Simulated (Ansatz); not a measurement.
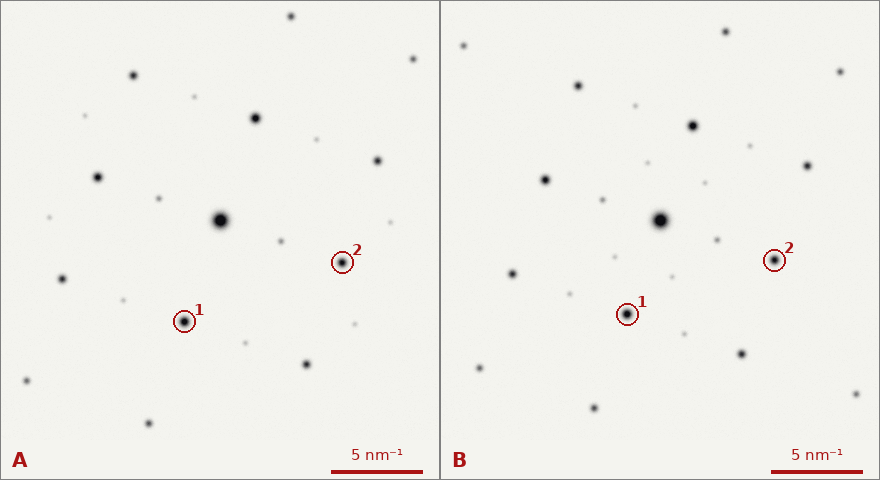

Kinematic electron diffraction patterns (200 kV, B = 0.5 Å², same scale) along [010] of the run's own cell, for the start and the end of one relaxation of VCuSe2 with Ansatz, DFT PBE, scalar-relativistic, plane waves, PAW. k mesh 12×12×12. The start is a generated model structure, and the relaxation ends in the nearest stationary point of its symmetry, not necessarily the ground state. Spot 1 is -1 0 1 and spot 2 is 2 0 2 in both.

Start structure:

```yaml
crystal:
  lattice:
    - [1.81759, 1.04939, 6.25301]
    - [-1.81759, 1.04939, 6.25301]
    - [0.00000, -2.09877, 6.25301]
  atoms:
    - { symbol: Cu, position: [0.00000, 0.00000, 0.00000] }
    - { symbol: V, position: [0.50000, 0.50000, 0.50000] }
    - { symbol: Se, position: [0.24858, 0.24858, 0.24858] }
    - { symbol: Se, position: [0.75142, 0.75142, 0.75142] }
```

Which pattern belongs to the start structure, and which to the relaxed one?

Answer. B is the start: its cell gives d(1) = 1.818 Å, d(2) = 1.492 Å and an angle of 90.0°. A is the relaxed structure, with d(1) = 1.680 Å (-7.5 %), d(2) = 1.400 Å (-6.2 %) and 90.0°.

What did the relaxation do to the structure and the energy?

Answer. The volume changed by -6.7 % to 16.70 Å³ an atom; with the mean shift removed, the atoms moved by up to 0.05 Å relative to the cell (Se most); the space group stayed R-3m (No. 166); the free energy fell by 64 meV an atom. Relaxed cell: a = 7.098 Å, b = 7.098 Å, c = 7.098 Å, α = 27.39°, β = 27.39°, γ = 27.39°.
